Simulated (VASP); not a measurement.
Band structure of ZnCdSe₂ (space group P3m1). Method: LDA (Ceperley-Alder, Perdew-Zunger), VASP's LDA PAW potentials (set 64) (plane waves; VASP).

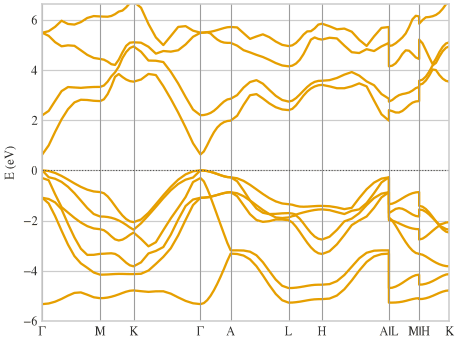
Bands along high-symmetry lines, zero at the valence-band maximum or, without a gap, the Fermi level

Read the plot: is there a gap, and where are the band edges?

The gap is direct, 0.63 eV, from the valence maximum at Γ to the conduction minimum at Γ. (Edges off the drawn lines would not show.)

The structure comes from a computed database's ZnCdSe2 entry (P3m1); how it stands against other phases isn't given here. It was relaxed first, which changed the volume by -9 %.
